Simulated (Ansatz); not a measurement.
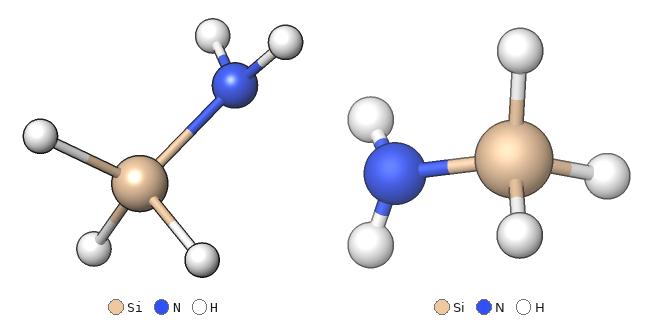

Both panels show the same species.

The computed structure is the end point of a PBE0-D4/def2-TZVP optimisation.

> Count the atoms of each element.

H5NSi, 7 atoms: 5 hydrogen, 1 nitrogen and 1 silicon.

> Which point group does it belong to?

Cs.

More results for the same structure follow; atom numbers are the same in all pictures, views and colours differ.

**Geometry**

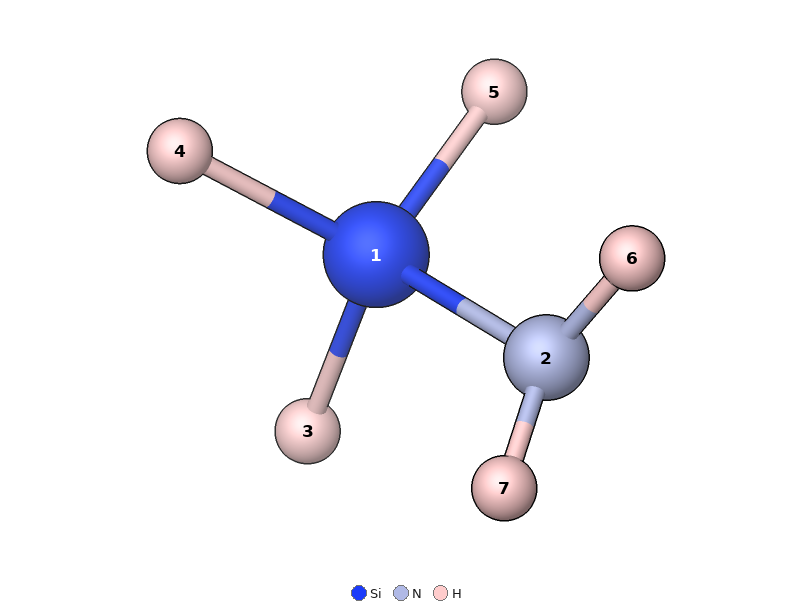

Atoms carry their numbers in the input.

Estimate the angles N2–Si1–H4, N2–Si1–H3, H3–Si1–H5, H3–Si1–H4, Si1–N2–H6, H6–N2–H7.

```
    angle  degrees
N2–Si1–H4    116.0
N2–Si1–H3    107.9
H3–Si1–H5    110.5
H3–Si1–H4    107.3
Si1–N2–H6    119.6
 H6–N2–H7    110.7
```

**Electronic properties**

Properties computed with RKS PBE0-D4/def2-TZVP (Ansatz 0.2.0).

Predict the main results.

- dipole moment: 1.37 D
- dispersion correction: −6.7 kJ/mol

**Charges**

The questions are on Mulliken charges. Level of theory: RKS PBE0-D4/def2-TZVP (Ansatz 0.2.0).

> Which atom carries the highest charge (most positive or least negative)?

Si1 (0.28 e).

> And the lowest?

N2 (−0.63 e).

List the Mulliken charges.

```json
{"atom": "Si1", "value (e)": "0.28"}
{"atom": "N2", "value (e)": "−0.63"}
{"atom": "H3", "value (e)": "−0.03"}
{"atom": "H4", "value (e)": "−0.05"}
{"atom": "H5", "value (e)": "−0.03"}
{"atom": "H6", "value (e)": "0.24"}
{"atom": "H7", "value (e)": "0.24"}
```

**Vibrations**

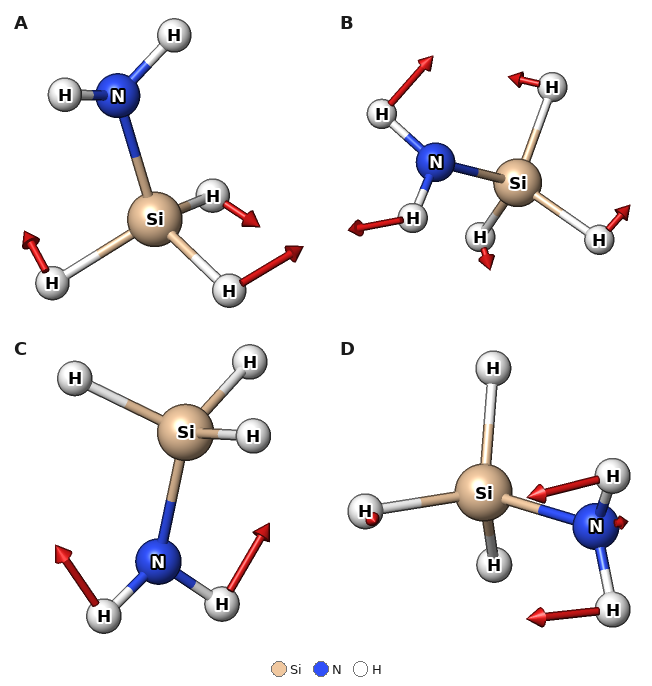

4 normal modes of one molecule or complex, as arrows. Harmonic vibrations computed with RKS PBE0-D4/def2-TZVP (Ansatz 0.2.0) at a stationary point of the same level.

> Match the panels to the wavenumbers 174 cm⁻¹, 389 cm⁻¹, 978 cm⁻¹, 1585 cm⁻¹.

A: 978 cm⁻¹, H–Si–H bending
B: 174 cm⁻¹, a torsion or out-of-plane motion in which bond lengths and bond angles hardly change
C: 1585 cm⁻¹, angle bending
D: 389 cm⁻¹

Mulliken values depend strongly on the basis set and can even reverse the polarity of a bond.
